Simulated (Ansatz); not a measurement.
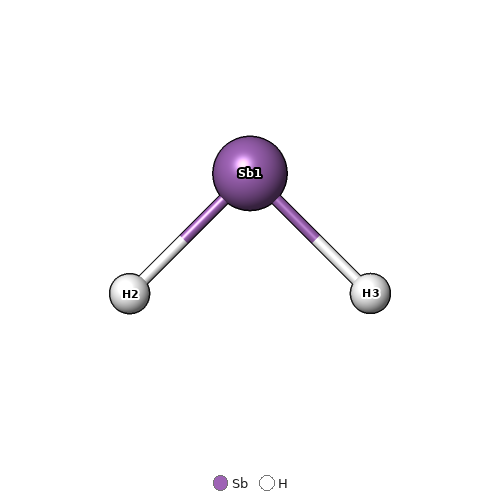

The system is H2Sb, SMILES [SbH2], spin multiplicity 2; the picture shows the reference structure. 
- The first coordinate is: angle H2–Sb1–H3; the second: change of the bonds Sb1–H2, Sb1–H3, all alike.
- Nothing is relaxed (all other coordinates rigid).
- The scan uses a 15 × 15 grid.
- Points are written as (first, second).
- Energies: eV, counted from the lowest grid point.
- Method: Ansatz 0.2.0, UKS PBE0-D4/def2-SVP.

Its coordinates:

```json
{"atom": "Sb", "x (Å)": "0.6642", "y (Å)": "-0.3484", "z (Å)": "0.3178"}
{"atom": "H", "x (Å)": "0.0457", "y (Å)": "1.2489", "z (Å)": "0.1632"}
{"atom": "H", "x (Å)": "-0.7208", "y (Å)": "-0.9652", "z (Å)": "-0.4942"}
```

Range: angle H2–Sb1–H3 from 45.1 to 135.1°; change of the bonds Sb1–H2, Sb1–H3, all alike from −0.189 to 0.292 Å.

Predict the map.

The lowest grid point is at (90.1°, 0.017 Å). It is the only kind of minimum in the scanned range. The highest grid point, (45.1°, −0.189 Å), lies 2.13 eV above the lowest. Round the minimum the two coordinates are nearly uncoupled.

| second ↓, first → | 45.1 | 51.5 | 57.9 | 64.3 | 70.8 | 77.2 | 83.6 | 90.1 | 96.5 | 102.9 | 109.3 | 115.8 | 122.2 | 128.6 | 135.1 |
| --- | --- | --- | --- | --- | --- | --- | --- | --- | --- | --- | --- | --- | --- | --- | --- |
| 0.292 | 1.66 | 1.48 | 1.29 | 1.12 | 0.98 | 0.88 | 0.83 | 0.81 | 0.83 | 0.89 | 0.99 | 1.12 | 1.29 | 1.49 | 1.72 |
| 0.258 | 1.54 | 1.35 | 1.15 | 0.98 | 0.83 | 0.73 | 0.68 | 0.66 | 0.68 | 0.75 | 0.85 | 0.98 | 1.15 | 1.36 | 1.60 |
| 0.224 | 1.44 | 1.23 | 1.03 | 0.84 | 0.70 | 0.59 | 0.53 | 0.52 | 0.54 | 0.61 | 0.71 | 0.85 | 1.03 | 1.24 | 1.49 |
| 0.189 | 1.34 | 1.13 | 0.91 | 0.72 | 0.57 | 0.46 | 0.40 | 0.38 | 0.41 | 0.48 | 0.58 | 0.73 | 0.91 | 1.13 | 1.38 |
| 0.155 | 1.26 | 1.04 | 0.82 | 0.62 | 0.46 | 0.35 | 0.29 | 0.27 | 0.29 | 0.36 | 0.47 | 0.62 | 0.81 | 1.03 | 1.29 |
| 0.120 | 1.20 | 0.97 | 0.73 | 0.53 | 0.37 | 0.25 | 0.19 | 0.17 | 0.19 | 0.26 | 0.37 | 0.53 | 0.72 | 0.95 | 1.22 |
| 0.086 | 1.17 | 0.92 | 0.67 | 0.46 | 0.30 | 0.18 | 0.11 | 0.09 | 0.11 | 0.18 | 0.30 | 0.45 | 0.65 | 0.89 | 1.16 |
| 0.052 | 1.15 | 0.89 | 0.64 | 0.42 | 0.25 | 0.13 | 0.05 | 0.03 | 0.06 | 0.13 | 0.24 | 0.40 | 0.60 | 0.84 | 1.12 |
| 0.017 | 1.17 | 0.89 | 0.63 | 0.41 | 0.23 | 0.10 | 0.02 | 0.00 | 0.03 | 0.10 | 0.21 | 0.38 | 0.58 | 0.82 | 1.11 |
| −0.017 | 1.22 | 0.93 | 0.65 | 0.42 | 0.24 | 0.11 | 0.03 | 0.00 | 0.02 | 0.10 | 0.21 | 0.38 | 0.58 | 0.83 | 1.12 |
| −0.052 | 1.30 | 1.00 | 0.72 | 0.48 | 0.28 | 0.15 | 0.07 | 0.04 | 0.06 | 0.13 | 0.25 | 0.41 | 0.62 | 0.87 | 1.16 |
| −0.086 | 1.43 | 1.11 | 0.82 | 0.57 | 0.37 | 0.23 | 0.14 | 0.11 | 0.13 | 0.20 | 0.32 | 0.49 | 0.70 | 0.95 | 1.24 |
| −0.120 | 1.60 | 1.27 | 0.97 | 0.71 | 0.51 | 0.36 | 0.27 | 0.23 | 0.25 | 0.32 | 0.44 | 0.60 | 0.81 | 1.06 | 1.35 |
| −0.155 | 1.84 | 1.49 | 1.18 | 0.91 | 0.70 | 0.55 | 0.45 | 0.41 | 0.43 | 0.50 | 0.61 | 0.78 | 0.99 | 1.23 | 1.52 |
| −0.189 | 2.13 | 1.77 | 1.45 | 1.17 | 0.95 | 0.79 | 0.69 | 0.65 | 0.66 | 0.73 | 0.84 | 1.00 | 1.21 | 1.46 | 1.74 |

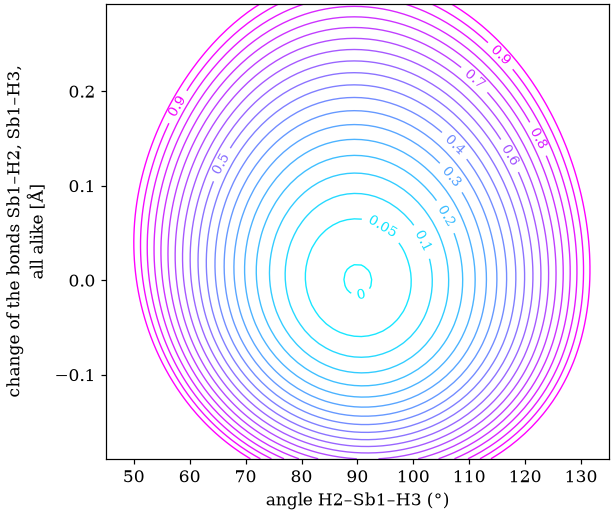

Drawn: contour lines labelled in eV (none above 0.95). Between grid points the surface is interpolated.

Time for the 225 points that were run: 6.2 min on 1 thread of Arm Neoverse V2 (shared host).
